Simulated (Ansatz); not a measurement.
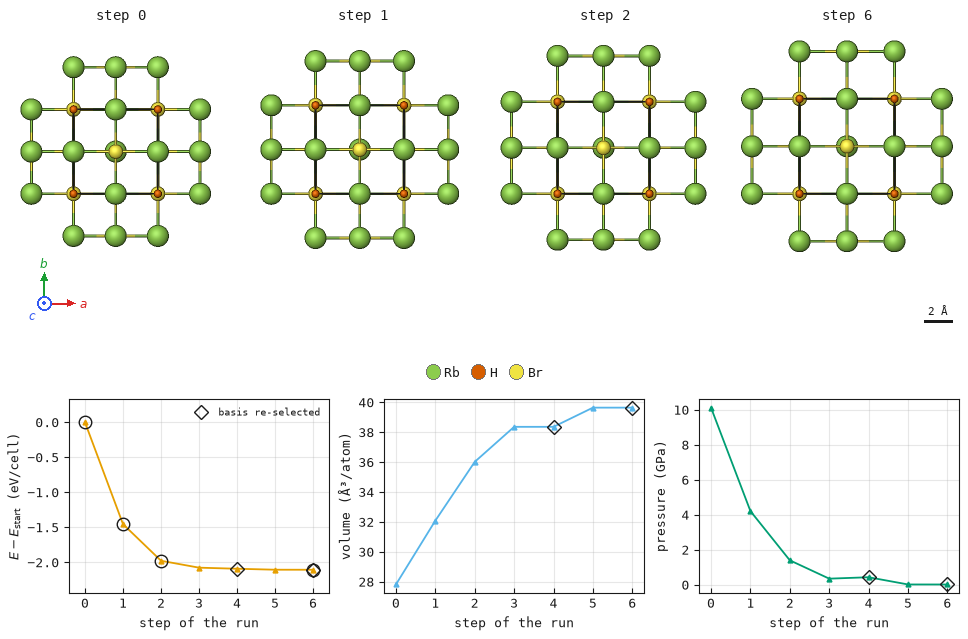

Frames of a relaxation of solid Rb3HBr4 (a generated structure, set up in Pm-3m) (coarse preliminary run), marked on the history of the run. The picture is a ball-and-stick view of the cell of the calculation, seen along the c axis.

Theory: DFT PBE, scalar-relativistic, plane waves, PAW in Ansatz. Settings: plane-wave cutoff 420 eV; k-point mesh 4 × 4 × 4; occupations gaussian; smearing width 0.1 eV; no spin polarisation; cell and atoms relaxed; force threshold 0.04 eV/Å; at most 70 steps.

Q: What happens along the run?

A: The energy falls by 2.104 eV per cell of the calculation in 4 accepted moves (6 points after the start). All forces vanish by symmetry, so only the cell relaxes. The pressure goes from 10.13 to 0.02 GPa. The SCF was repeated twice at an unchanged geometry on a basis and grid sized afresh for the cell, which shifted the energy by 15.3 meV per cell of the calculation at most. The atoms keep their places relative to the cell (all moves are under 0.005 Å). The drawn cell changes as follows: a = b = c 6.060 → 6.820 Å (+12.5 %); the volume changes by +42.5 %. Near-neighbour distances that change, for instance: Br–Rb 3.030 → 3.410 Å. The space group stays Pm-3m (No. 221). From step 0 to 1: volume +15.3 %, energy −1.453 eV per cell of the calculation. From step 1 to 2: volume +12.3 %, energy −0.522 eV per cell of the calculation. From step 2 to 6: volume +10.1 %, energy −0.128 eV per cell of the calculation.
